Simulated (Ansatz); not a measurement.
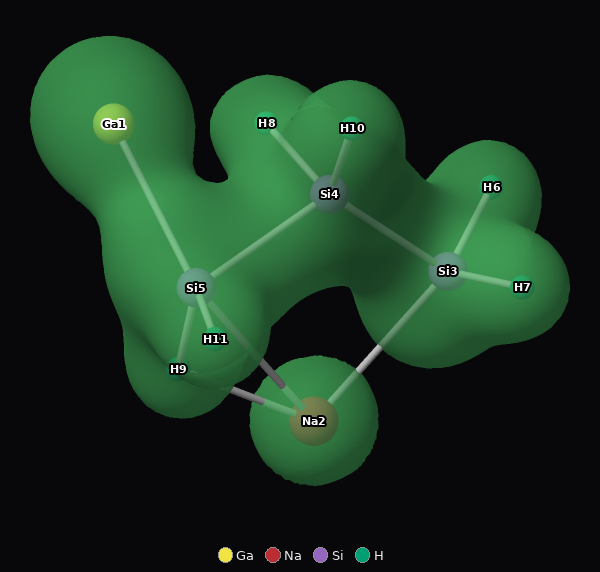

The picture shows: GaH$_{6}$NaSi$_{3}$. Isosurface of the total electron density at 0.2 e/Å³ (green), seen at a tilt.

Geometry: PBE0-D3(BJ)/def2-SVP.

All numbers below come from Ansatz 0.2.0, isolated molecule in a Gaussian basis; Kohn-Sham density functional theory, functional PBE0.

The calculation's input:

```
crystal:
  periodic: [false, false, false]
  atoms:
    - {symbol: Ga, position_ang: [-0.644103, -3.059123, -2.035674]}
    - {symbol: Na, position_ang: [-1.895278, 1.949778, -2.007005]}
    - {symbol: Si, position_ang: [-3.714617, 0.796775, -0.288292]}
    - {symbol: Si, position_ang: [-2.173697, -1.001301, -0.267847]}
    - {symbol: Si, position_ang: [-0.044211, -0.673758, -1.229189]}
    - {symbol: H, position_ang: [-5.048213, 0.095578, -0.195885]}
    - {symbol: H, position_ang: [-3.471603, 1.228098, 1.146436]}
    - {symbol: H, position_ang: [-2.613816, -2.096052, -1.277747]}
    - {symbol: H, position_ang: [-0.190644, 0.393104, -2.317620]}
    - {symbol: H, position_ang: [-1.878190, -1.875740, 0.927169]}
    - {symbol: H, position_ang: [0.975304, -0.127444, -0.276405]}
basis:
  gaussian:
    orbitals: def2-SVPD
hamiltonian:
  xc: pbe0
output: {forces: true, orbitals: {seedname: orbitals}}
```

Command:

```sh
ansatz run input.yaml --threads 2 --pin off --max-ram 4350MiB --events-out events.jsonl --progress --plain --runs-dir runs
```

Q: What does this surface tell about the bonding?

A: At this value the surface falls into two separate pieces. It bridges the sampled Si–Si (2.36 Å), Ga–Si (2.59 Å) and Si–H (1.50 Å) contacts, where the density stays above the isovalue. It is pinched off along the sampled Na–Si (2.76 Å) contacts. On the grid the lowest density along these lines, outside the cores, is 0.58 e/Å³ (Si–Si, 2.36 Å), 0.38 e/Å³ (Ga–Si, 2.59 Å), 0.17 e/Å³ (Na–Si, 2.76 Å) and 0.73 e/Å³ (Si–H, 1.50 Å).
